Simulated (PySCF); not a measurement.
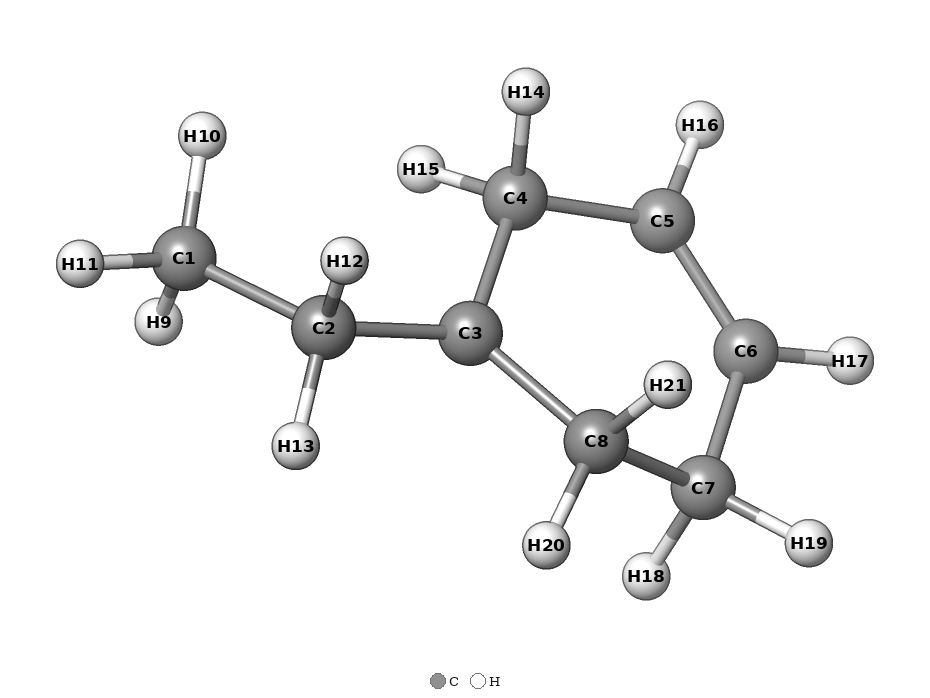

Charge 0, doublet. The computed structure is the end point of a PBE0-D3(BJ)/def2-SVP optimisation. No frequency run is at hand to confirm it as a minimum. Properties computed with UKS B3LYP, IGLO-III on C, pcH-1 on H, non-relativistic (PySCF 2.14.0).

Give the isotropic hyperfine couplings (Fermi-contact term alone) of C1, C2, C3, C4, C5, C6, C7, C8, H9, H10, H11, H12, H13, H14, H15, H16, H17, H18, H19, H20, H21.

```tsv
atom	isotope	a_iso (MHz)
C1	13C	19.0
C2	13C	−24.7
C3	13C	116.0
C4	13C	−22.4
C5	13C	2.9
C6	13C	−2.1
C7	13C	26.5
C8	13C	−25.4
H9	1H	−1.5
H10	1H	−1.8
H11	1H	−1.7
H12	1H	125.1
H13	1H	27.2
H14	1H	113.5
H15	1H	56.5
H16	1H	−2.5
H17	1H	1.2
H18	1H	−3.0
H19	1H	2.2
H20	1H	18.5
H21	1H	128.1
```
